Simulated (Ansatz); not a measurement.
**What ScC3 (built on the sites of a database entry of AlC3) distorts into**

Aim: this structure of ScC3 (built on the sites of a database entry of AlC3) is to be tested for unstable modes, and one is followed downhill.

Method: DFT LDA, scalar-relativistic, plane waves, norm-conserving pseudopotentials, in Ansatz 0.2.0.

The structure was built from a prototype and need not be the compound's stable phase.

## (1) The starting structure

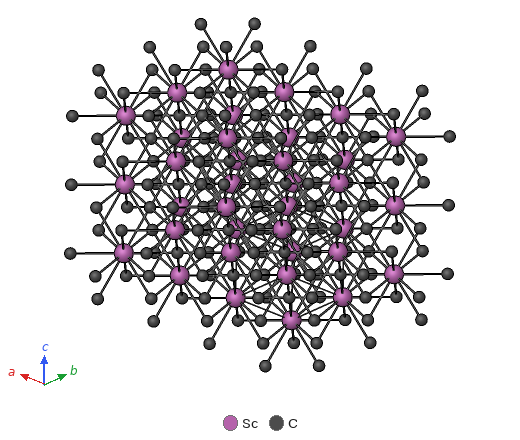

The starting structure, seen from a free direction (scandium purple, carbon dark grey). 3×2×2 cells are drawn. Some periodic images of atoms are drawn too.

## (2) Phonons on a q mesh

The cell comes from relaxations at this level that are not shown. Stability and thermal properties need the whole zone. Linear response on a 4×4×4 q mesh gives force constants as far as a supercell of that size would.

Contents of input.yaml:

```yaml
crystal:
  lattice:
    - [3.2537740111, 0.0, 0.0]
    - [0.0, 3.2537740111, 0.0]
    - [0.0, 0.0, 3.2537740111]
  atoms:
    - { symbol: Sc, position: [0.0, 0.0, 0.0] }
    - { symbol: C, position: [0.0, 0.5, 0.5] }
    - { symbol: C, position: [0.5, 0.0, 0.5] }
    - { symbol: C, position: [0.5, 0.5, 0.0] }
kpoints:
  mp_grid: { grid: [16, 16, 16] }
hamiltonian:
  xc: lda
  pseudopotentials: { kind: nc }
scf:
  occupations: { method: methfessel_paxton, width: 0.2 }
output:
  eigenvalues: true
phonons:
  method: dfpt
  qmesh: [4, 4, 4]
  temperatures: { t_max: 1000, t_step: 50 }
  qpath:
    path:
      - [[0.0, 0.0, 0.0], [0.0, 0.5, 0.0], [0.5, 0.5, 0.0], [0.0, 0.0, 0.0], [0.5, 0.5, 0.5], [0.0, 0.5, 0.0]]
      - [[0.5, 0.5, 0.5], [0.5, 0.5, 0.0]]
    npoints: 10
```

On the command line:

```sh
> ansatz run input.yaml --threads 8 --pin off --max-ram 14336MiB --backend cpu --events-out ev --progress --plain --runs-dir out
```

What it wrote:

```text
Engine: ansatz 0.2.0, aarch64-unknown-linux-gnu
Pseudopotentials: kind: nc
Pseudopotential: Sc, nc, valence charge 11, recommended cutoff 1061.244064 eV (normal), Sc.nc.azcp (PseudoDojo's, or run here from an input of PseudoDojo's: the run reads no file of this project's for it)
Pseudopotential: C, nc, valence charge 4, recommended cutoff 1115.666836 eV (normal), C.nc.azcp (PseudoDojo's, or run here from an input of PseudoDojo's: the run reads no file of this project's for it)
Functional definition: SPW92
  exchange = slater_x
  correlation = pw_c
Crystal: 4 atoms, lattice volume = 34.448 Å³
Basis set: ecut = 1115.666836 eV, 2945 PW (Γ), exchange–correlation on 72×72×72 points (8 copies of the dense FFT grid, shifted against one another)
Bands: 16, of which v1, the nominal top of the filled ones, is band 12 counted from 1 (11 counted from 0)
Symmetry: 48 space group operations
k-points: 165 of 4096
Non-local potential: Sc, projectors of the file, l = 0: 2, l = 1: 2, l = 2: 2
Non-local potential: C, projectors of the file, l = 0: 2, l = 1: 2
Initial density: superposition of atomic densities (chi_scale 0.1, normalization cell, long waves kept (reshape's long-wave potential 0.00 eV rms))
Initial wavefunctions: pseudopotential atomic-orbital guess
Functional: x = slater, c = lda
SCF iter   1: F=—  HF=-1801.711906 eV  |F-HF|=—  |Δ(HF+E_count)|=         —  Δρ=6.87e-2  dr2=2.15e0  ethr=3.10e-3  ⟨swp⟩=5.0  Hψ=12468  notcnv=0
preconditioner: auto → none  [metal: Δε(μ)=0.010 eV  Ē_g=14.752 eV  σ=0.200 eV  W_gap=0.04  n_scr=6 (ndim 8)  ℏωp=29.0 eV  f_vac=0.000  D(μ)=1.56/eV (n_scr^D=18)  sad-step TF]
SCF iter   2: F=—  HF=-1801.230533 eV  |F-HF|=—  |Δ(HF+E_count)|=   4.81e-1  S|Δr|=    0.00e0  Δρ=3.23e-2  dr2=4.52e-1  ethr=3.10e-3  ⟨swp⟩=2.4  Hψ=4791  notcnv=0  defer=35
SCF iter   3: F=—  HF=-1801.078847 eV  |F-HF|=—  |Δ(HF+E_count)|=   1.52e-1  S|Δr|=    0.00e0  Δρ=1.03e-2  dr2=4.84e-2  ethr=1.96e-3  ⟨swp⟩=2.0  Hψ=4486  notcnv=0  defer=35
SCF iter   4: F=—  HF=-1801.065470 eV  |F-HF|=—  |Δ(HF+E_count)|=   1.34e-2  S|Δr|=    0.00e0  Δρ=2.47e-3  dr2=5.78e-4  ethr=2.10e-4  ⟨swp⟩=2.1  Hψ=4795  notcnv=0  defer=33
SCF iter   5: F=—  HF=-1801.065464 eV  |F-HF|=—  |Δ(HF+E_count)|=   5.92e-6  S|Δr|=    0.00e0  Δρ=6.54e-4  dr2=1.35e-4  ethr=2.51e-6  ⟨swp⟩=2.0  Hψ=4398  notcnv=0  defer=33
SCF iter   6: F=—  HF=-1801.065423 eV  |F-HF|=—  |Δ(HF+E_count)|=   4.15e-5  S|Δr|=    0.00e0  Δρ=1.97e-4  dr2=1.29e-5  ethr=5.86e-7  ⟨swp⟩=2.2  Hψ=3521  notcnv=0  defer=33
SCF iter   7: F=—  HF=-1801.065419 eV  |F-HF|=—  |Δ(HF+E_count)|=   4.21e-6  S|Δr|=    0.00e0  Δρ=2.73e-5  dr2=2.69e-7  ethr=5.59e-8  ⟨swp⟩=2.8  Hψ=4679  notcnv=0  defer=34
SCF iter   8: F=—  HF=-1801.065420 eV  |F-HF|=—  |Δ(HF+E_count)|=   9.60e-7  S|Δr|=    0.00e0  Δρ=4.04e-6  dr2=6.97e-9  ethr=1.17e-9  ⟨swp⟩=2.1  Hψ=4494  notcnv=0  defer=34
SCF iter   9: F=-1801.065420 eV  HF=-1801.065420 eV  |F-HF|=5.91e-12  |Δ(HF+E_count)|=   1.84e-9  S|Δr|=    0.00e0  Δρ=2.85e-7  dr2=9.08e-12  ethr=1.00e-12  ⟨swp⟩=8.4  Hψ=18002  notcnv=0
the search or the solves at the SCF's close seem to have found levels that the self-consistency loop had missed (the run counts 6). By its estimate they hold under 1e-12 electrons; where the run keeps them, the occupations were computed again with them
SCF 1 converged in 9 iterations: F = -1801.065420 eV  dr2 = 9.08e-12
phonons: the bands overlap, so this run is a metal and interpolates without the dipole-dipole term. If the crystal is really an insulator or semiconductor, its LO-TO splitting is missing
NSCF: frozen V_eff on 165 k-points
NSCF: frozen V_eff on 729 k-points
DFPT response loops at q = (0, 0, 0) (fractional): preconditioner auto → Kerker (q_TF=auto, 2.551 Å⁻¹) (partly filled bands, converged f_vac=0.000); β = 1.00, the filter's whole step (`scf.mixing.beta` (0.50) is not read by the response loops under this deck's `scf.mixing.preconditioner`; to damp them name `kerker` or `kerker_dos`, under which they read `scf.mixing.beta`, and type it under 1.00, their step now; both keys bind the ground state too); Broyden in place of MSR1
NSCF: frozen V_eff on 2592 k-points
DFPT response loops at q = (0, 0, 0.25) (fractional): mixed as the last ones told, above
NSCF: frozen V_eff on 1458 k-points
DFPT response loops at q = (0, 0, -0.5) (fractional): mixed as the last ones told, above
NSCF: frozen V_eff on 4608 k-points
DFPT response loops at q = (0, 0.25, 0.25) (fractional): mixed as the last ones told, above
phonons.qmesh, q = [0.0000, 0.2500, 0.2500]: its response loops end by a threshold and not by the error estimate of phonons.response_accuracy: the memory limit or budget leaves too little room for the wider subspace that this takes beside the solves, or none could be made (phonons.method)
NSCF: frozen V_eff on 2592 k-points
DFPT response loops at q = (0, 0.25, -0.5) (fractional): mixed as the last ones told, above
NSCF: frozen V_eff on 1458 k-points
DFPT response loops at q = (0, -0.5, -0.5) (fractional): mixed as the last ones told, above
NSCF: frozen V_eff on 8192 k-points
DFPT response loops at q = (0.25, 0.25, 0.25) (fractional): mixed as the last ones told, above
phonons.qmesh, q = [0.2500, 0.2500, 0.2500]: its response loops start from zero, take more passes and end by a threshold: the memory limit or budget leaves too little room for the subspace of the ground state's own states beside the solves, or none could be made (phonons.method)
NSCF: frozen V_eff on 4608 k-points
DFPT response loops at q = (0.25, 0.25, -0.5) (fractional): mixed as the last ones told, above
phonons.qmesh, q = [0.2500, 0.2500, -0.5000]: its response loops end by a threshold and not by the error estimate of phonons.response_accuracy: the memory limit or budget leaves too little room for the wider subspace that this takes beside the solves, or none could be made (phonons.method)
NSCF: frozen V_eff on 2592 k-points
DFPT response loops at q = (0.25, -0.5, -0.5) (fractional): mixed as the last ones told, above
NSCF: frozen V_eff on 1458 k-points
DFPT response loops at q = (-0.5, -0.5, -0.5) (fractional): mixed as the last ones told, above
SCF converged after 9 iterations
Stability not checked: this state was not tested for a lower state beside it, because cold or Methfessel-Paxton smearing, or corrected tetrahedra, fill the levels in a way that the test cannot read (fill_not_monotonic; see scf.lower_state_search)
Free energy (F): -1801.065420 eV
Harris-Foulkes:  -1801.065420 eV  (|F-HF|=5.91e-12)
Internal energy: -1801.062551 eV  (E = F + TS)
E sigma→0 (E₀):  -1801.064702 eV
Entropy (-TS):   -0.002869 eV (-0.717 meV/atom)
Fermi energy:    13.060786 eV
--- Per-component energies (eV) ---
  E_band       = -45.933024
  E_kinetic    = 786.981777
  E_local      = -983.133432  (includes V_loc(G=0)·N_el)
  E_nonlocal   = 56.218488
  E_hartree    = 250.904908
  E_xc         = -386.975332
  E_vxc        = -407.809668  (∫ρ·V_xc dr)
  E_ewald      = -1525.058961
  E_smearing   = -0.002869  (= −TS)
  E_closure    = -0.000000  (closes the sum)
  Σ components = -1801.065420   (vs F -1801.065420, Δ=0.00e0)
--- Band table (eV; the first three rows and the last of 165) ---
  k-point 0: bands = [... 8 lower, 8.7230, 8.7230, 14.2971, 14.2971, 14.2971, 16.4553, 16.4553, 16.4553]
  k-point 1: bands = [... 8 lower, 8.7241, 8.9446, 14.0065, 14.0828, 14.0828, 16.4656, 16.7463, 16.7463]
  k-point 2: bands = [... 8 lower, 8.7253, 9.4707, 13.3513, 13.6540, 13.6540, 16.4952, 17.2245, 17.3592]
  k-point 164: bands = [... 8 lower, 8.3190, 8.3190, 8.3190, 17.8976, 17.8976, 17.8976, 17.9611, 17.9611]
--- Phonons (Γ-DFPT): 3 representative perturbations + reference (Σ response iterations 9) ---
  ASR residual: 6.327e-4 → 0.000e0 eV/Å²; symmetrization residual: 5.615e-7 eV/Å²
  ASR residual per site (eV/Å²): 6.33e-4 9.52e-5 9.52e-5 9.52e-5
  Γ frequencies (cm⁻¹): -562.13 -562.13 -562.13 0.00 0.00 0.00 393.49 393.49 393.49 512.41 512.41 512.41
--- Phonons (arbitrary-q DFPT): 10 irreducible q on the 4×4×4 mesh ---
  q = [0.0000, 0.0000, 0.0000] (star 1, of the zone-centre solve; hermiticity 7.49e-8, symmetrization 5.55e-15): -562.13 -562.13 -562.13 -0.00 0.00 0.00 393.49 393.49 393.49 512.41 512.41 512.41
  q = [0.0000, 0.0000, 0.2500] (star 6, 7 solved perturbations in 7920 linear systems a pass and spin channel, the states on 1296 of 4096 k-point pairs; hermiticity 5.91e-8, symmetrization 6.57e-14, the responses' own estimated error 2.1e-5 eV/Å²): -555.49 -555.49 -407.35 101.77 101.77 197.18 360.85 360.85 381.91 476.92 489.13 489.13
  q = [0.0000, 0.0000, -0.5000] (star 3, 7 solved perturbations in 4455 linear systems a pass and spin channel, the states on 729 of 4096 k-point pairs; hermiticity 9.02e-8, symmetrization 8.34e-9, the responses' own estimated error 5.1e-5 eV/Å²): -551.28 -551.28 -336.30 128.12 128.12 260.75 336.70 336.70 383.71 457.18 470.66 470.66
  q = [0.0000, 0.2500, 0.2500] (star 12, 7 solved perturbations in 13968 linear systems a pass and spin channel, the states on 2304 of 4096 k-point pairs; hermiticity 1.58e-7, symmetrization 3.06e-14): -512.60 -480.39 -398.09 126.64 149.96 150.18 362.21 371.96 407.18 416.83 451.18 513.96
  q = [0.0000, 0.2500, -0.5000] (star 12, 12 solved perturbations on 1296 of 4096 k-point pairs; hermiticity 1.28e-7, symmetrization 6.47e-8, the responses' own estimated error 3.6e-5 eV/Å²): -507.89 -416.93 -341.65 35.01 174.26 213.55 353.26 367.78 415.89 439.51 455.62 512.93
  q = [0.0000, -0.5000, -0.5000] (star 3, 7 solved perturbations in 4455 linear systems a pass and spin channel, the states on 729 of 4096 k-point pairs; hermiticity 1.07e-7, symmetrization 6.57e-9, the responses' own estimated error 2.5e-5 eV/Å²): -453.88 -358.23 -345.72 -276.99 120.61 120.61 228.74 374.63 374.63 513.02 518.83 518.83
  q = [0.2500, 0.2500, 0.2500] (star 8, 3 solved perturbations in 8448 linear systems a pass and spin channel, the states on 4096 of 4096 k-point pairs; hermiticity 1.19e-6, symmetrization 6.10e-14): -621.73 -384.16 -384.16 -144.83 -144.83 262.72 357.03 398.46 398.46 453.10 509.37 509.37
  q = [0.2500, 0.2500, -0.5000] (star 12, 7 solved perturbations in 13968 linear systems a pass and spin channel, the states on 2304 of 4096 k-point pairs; hermiticity 2.13e-7, symmetrization 4.45e-9): -578.06 -365.36 -340.97 -254.74 -47.47 201.81 348.62 430.47 436.71 453.88 481.60 508.13
  q = [0.2500, -0.5000, -0.5000] (star 6, 7 solved perturbations in 7920 linear systems a pass and spin channel, the states on 1296 of 4096 k-point pairs; hermiticity 1.09e-7, symmetrization 2.42e-9, the responses' own estimated error 2.3e-5 eV/Å²): -559.81 -373.74 -326.26 -299.19 -218.98 -218.98 380.27 432.24 432.24 500.58 500.58 506.49
  q = [-0.5000, -0.5000, -0.5000] (star 1, 3 solved perturbations in 1539 linear systems a pass and spin channel, the states on 729 of 4096 k-point pairs; hermiticity 6.19e-8, symmetrization 1.46e-12, the responses' own estimated error 2.2e-5 eV/Å²): -759.86 -375.37 -375.37 -375.37 -292.85 -292.85 452.58 452.58 452.58 504.93 504.93 504.93
  sum rule: each row above includes the acoustic sum rule's correction from the zone centre's row sums; it moved no ω² by more than (1.96 cm⁻¹)²
  mesh force constants: q→R imaginary residual 2.82e-18; ASR residual 6.327e-4 → 0.000e0 eV/Å²; symmetrization residual 1.066e-14 eV/Å²
  interpolated dispersion: 62 rows × 12 modes
  density of states and harmonic sums: on the 20×20×20 q-mesh, interpolated from the force constants of a 4×4×4 supercell (no non-analytic term)
  largest difference from the sums on the solved wave vectors: F 8.09e-4 eV, S 1.38e-6 and C_V 2.46e-6 eV/K
  zero-point energy: 0.179615 eV/cell   skipped modes (ω ≤ 0): 1165, of them read as no rigid motion or as one in doubt: 1162 (4.041e0 modes/cell left out, lowest -759.86 cm⁻¹)   left out of the sums: 3.37e-1 of the cell's modes: C_V's classical limit lies that fraction below 3 k_B per atom; for a crystal, a wire or a layer, F and S can be off by more, and a phonons.interpolated_qmesh denser along its periods is the remedy for the sampling
```

Elapsed: 25 min, on 8 threads of Arm Neoverse V2, shared host; peak memory 12 GiB.

Reading the cycles: dr2 is the Hartree energy of the density residual (eV), the measure of convergence; HF is the Harris–Foulkes estimate of the energy, which meets the free energy F at convergence.

This step gave:

```
volume per atom                                         : 8.612 Å³
gap on the k-mesh                                       : 0 eV
sum-rule residual before enforcement                    : 6.33e-4 eV/Å²
lowest frequency on the path                            : -759.9 cm⁻¹
point group                                             : m-3m
highest frequency on the path or at a solved wavevector : 525.6 cm⁻¹
highest optical mode at the zone centre (no LO-TO term) : 512.4 cm⁻¹
lowest optical zone-centre mode                         : -562.1 cm⁻¹
lowest mode on the q mesh (acoustic modes at Γ apart)   : -759.9 cm⁻¹
```

Frequencies (cm⁻¹) solved at each irreducible wavevector; negative means imaginary. Frequencies by wavevector, by row:

| q in reciprocal lattice units | star | mode 1 | mode 2 | mode 3 | mode 4 | mode 10 | mode 11 | mode 12 |
| --- | --- | --- | --- | --- | --- | --- | --- | --- |
| 0 0 0 | 1 | -562.1 | -562.1 | -562.1 | 0 | 512.4 | 512.4 | 512.4 |
| 0 0 0.25 | 6 | -555.5 | -555.5 | -407.4 | 101.8 | 476.9 | 489.1 | 489.1 |
| 0 0 -0.5 | 3 | -551.3 | -551.3 | -336.3 | 128.1 | 457.2 | 470.7 | 470.7 |
| 0 0.25 0.25 | 12 | -512.6 | -480.4 | -398.1 | 126.6 | 416.8 | 451.2 | 514 |
| 0 0.25 -0.5 | 12 | -507.9 | -416.9 | -341.6 | 35 | 439.5 | 455.6 | 512.9 |
| 0 -0.5 -0.5 | 3 | -453.9 | -358.2 | -345.7 | -277 | 513 | 518.8 | 518.8 |
| 0.25 0.25 0.25 | 8 | -621.7 | -384.2 | -384.2 | -144.8 | 453.1 | 509.4 | 509.4 |
| 0.25 0.25 -0.5 | 12 | -578.1 | -365.4 | -341 | -254.7 | 453.9 | 481.6 | 508.1 |
| 0.25 -0.5 -0.5 | 6 | -559.8 | -373.7 | -326.3 | -299.2 | 500.6 | 500.6 | 506.5 |
| -0.5 -0.5 -0.5 | 1 | -759.9 | -375.4 | -375.4 | -375.4 | 504.9 | 504.9 | 504.9 |

Interpolated from a 4×4×4 q mesh. Phonon branches along the path, in cm⁻¹:

| point | branch 1 | branch 2 | branch 3 | branch 4 | branch 9 | branch 10 | branch 11 | branch 12 |
| --- | --- | --- | --- | --- | --- | --- | --- | --- |
| Γ | -562 | -562 | -562 | 0 | 394 | 512 | 512 | 512 |
| X | -551 | -551 | -336 | 128 | 384 | 457 | 471 | 471 |
| M | -454 | -358 | -346 | -277 | 375 | 513 | 519 | 519 |
| Γ | -562 | -562 | -562 | 0 | 394 | 512 | 512 | 512 |
| R | -760 | -375 | -375 | -375 | 453 | 505 | 505 | 505 |
| X | -551 | -551 | -336 | 128 | 384 | 457 | 471 | 471 |
| jump to R | -760 | -375 | -375 | -375 | 453 | 505 | 505 | 505 |
| M | -454 | -358 | -346 | -277 | 375 | 513 | 519 | 519 |

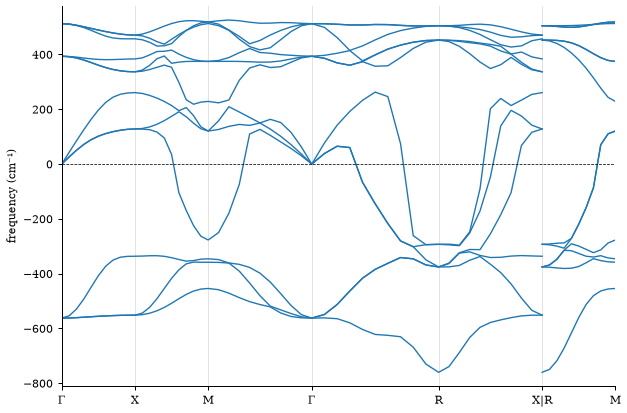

Phonon branches along the path.

Symmetry leaves 10 wavevectors to solve. The lowest mode among them, the acoustic zeros apart, lies at q = (-0.5, -0.5, -0.5) and is imaginary, 759.9i cm⁻¹, so the energy falls along it.

## (3) The mode frozen in, largest atomic shift 0 Å

The mode followed lies at q = (-0.5, -0.5, -0.5) with frequency 759.9i cm⁻¹, the softest among the wavevectors solved. At small amplitude the distorted cell has space group no. 225 by a symmetry search on the positions. The undistorted cell that holds it gives the zero of energy on the same k mesh.

System of this step: ScC3 (built on the sites of a database entry of AlC3). It takes space group Pm-3m (No. 221, cubic). Conventional cell: a = 3.254 Å, b = 3.254 Å, c = 3.254 Å, α = 90.00°, β = 90.00°, γ = 90.00°. Sc has 12 C at 2.30 Å nearest. C has 8 C at 2.30 Å and 4 Sc at 2.30 Å nearest. Farther neighbours are not listed.

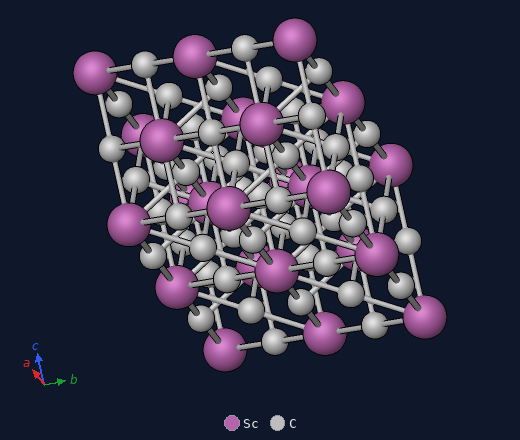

The cell of this step (scandium purple, carbon light grey). 2×2×1 cells are drawn. Some periodic images of atoms are drawn too.

Contents of input.yaml:

```yaml
crystal:
  lattice:
    - [3.2537740111, 3.2537740111, 0.0]
    - [3.2537740111, 0.0, 3.2537740111]
    - [3.2537740111, 0.0, -3.2537740111]
  atoms:
    - { symbol: Sc, position: [0.0, 0.0, 0.0] }
    - { symbol: Sc, position: [0.0, 0.5, 0.5] }
    - { symbol: C, position: [0.5, 0.5, 1.0] }
    - { symbol: C, position: [0.5, 0.0, 0.5] }
    - { symbol: C, position: [0.0, 0.0, 0.5] }
    - { symbol: C, position: [0.0, 0.5, 1.0] }
    - { symbol: C, position: [0.5, 0.0, 1.0] }
    - { symbol: C, position: [0.5, 0.5, 0.5] }
kpoints:
  mp_grid: { grid: [12, 12, 12] }
hamiltonian:
  xc: lda
  pseudopotentials: { kind: nc }
scf:
  occupations: { method: methfessel_paxton, width: 0.2 }
output:
  forces: true
  stress: true
  eigenvalues: true
```

What it wrote:

```text
[...]
Crystal: 8 atoms, lattice volume = 68.896 Å³
Basis set: ecut = 1115.666836 eV, 5817 PW (Γ)
Bands: 31, of which v1, the nominal top of the filled ones, is band 23 counted from 1 (22 counted from 0)
Symmetry: 96 space group operations
[...]
k-points: 72 of 1728
[...]
k-point 0: bands = [... 19 lower, 8.7239, 8.7239, 14.2976, 14.2976, 14.2976, 16.4541, 16.4541, 16.4541, ... 4 higher]
  k-point 1: bands = [... 19 lower, 8.9442, 8.9442, 13.8312, 13.8312, 14.3447, 16.5688, 16.6884, 16.6884, ... 4 higher]
  k-point 2: bands = [... 19 lower, 9.5050, 9.5050, 12.9424, 12.9424, 14.4845, 16.7983, 16.7983, 16.8107, ... 4 higher]
  k-point 71: bands = [... 19 lower, 11.0693, 11.2178, 11.2178, 12.6047, 12.6047, 13.9804, 13.9804, 14.5308, ... 4 higher]
[key lines of the parts left out:]
SCF converged after 7 iterations
Free energy (F): -3602.134367 eV
Fermi energy:    13.060553 eV
P = ⅓ Tr σ = 0.1072 GPa (1.072 kbar)
```

Elapsed: 3.6 s, on 8 threads; peak memory 0.87 GiB; 27 s of CPU time.

This step gave:

```
pressure                         : 0.1072 GPa
energy from the undistorted cell : 0 meV/atom
```

The run ends at a pressure of 0.11 GPa.

## (4) The mode frozen in, largest atomic shift 0.45 Å

The atoms are moved along the unstable eigenvector, the largest shift by 0.45 Å, with the cell fixed.

input.yaml, the sections that differ from step 3:

```yaml
crystal:
  lattice:
    - [3.2537740111, 3.2537740111, 0.0]
    - [3.2537740111, 0.0, 3.2537740111]
    - [3.2537740111, 0.0, -3.2537740111]
  atoms:
    - { symbol: Sc, position: [0.0, 0.0, 0.0] }
    - { symbol: Sc, position: [0.0, 0.5, 0.5] }
    - { symbol: C, position: [0.5, 0.5691504693, 1.0691504693] }
    - { symbol: C, position: [0.5, -0.0691504693, 0.4308495307] }
    - { symbol: C, position: [0.1383009387, -0.0691504693, 0.4308495307] }
    - { symbol: C, position: [-0.1383009387, 0.5691504693, 1.0691504693] }
    - { symbol: C, position: [0.5, -0.0691504693, 1.0691504693] }
    - { symbol: C, position: [0.5, 0.5691504693, 0.4308495307] }
# kpoints, hamiltonian, scf, output: as in step 3
```

What it wrote:

```text
[...]
Crystal: 8 atoms, lattice volume = 68.896 Å³
Basis set: ecut = 1115.666836 eV, 5817 PW (Γ)
Bands: 31, of which v1, the nominal top of the filled ones, is band 23 counted from 1 (22 counted from 0)
Symmetry: 48 space group operations
[...]
k-points: 72 of 1728
[...]
k-point 0: bands = [... 19 lower, 9.6497, 9.6497, 14.8996, 14.8996, 14.8996, 16.3346, 16.3346, 16.3346, ... 4 higher]
  k-point 1: bands = [... 19 lower, 9.7655, 9.7655, 14.4566, 14.4566, 14.9210, 16.3083, 16.5149, 16.5149, ... 4 higher]
  k-point 2: bands = [... 19 lower, 10.0793, 10.0793, 13.6646, 13.6646, 14.9809, 16.2459, 16.6493, 16.6493, ... 4 higher]
  k-point 71: bands = [... 19 lower, 10.2142, 11.5002, 11.8497, 11.8497, 13.1412, 14.7080, 15.4609, 15.4609, ... 4 higher]
[key lines of the parts left out:]
SCF converged after 8 iterations
Free energy (F): -3608.466404 eV
Fermi energy:    13.573273 eV
P = ⅓ Tr σ = 7.6387 GPa (76.387 kbar)
```

It took 3.9 s on 8 threads; peak memory 0.89 GiB; 30 s of CPU time.

Numbers from this step:

- pressure: 7.639 GPa
- energy from the undistorted cell: -791.5 meV/atom

The energy, extrapolated to zero smearing, is -791.47 meV/atom against the undistorted cell.

The run ends at a pressure of 7.64 GPa, with forces up to 0.076 eV/Å.

(Part 1 of 2 ends here.)

[Logs are printed without paths, hosts, clocks, repeated set-up lines and the standing remarks that a program may print on its own settings, such as how far it seeks lower states.]

[Hosts, paths, dates, database ids (printed as entryN), source tags and the programs' standing remarks are cut or masked in the printed files.]
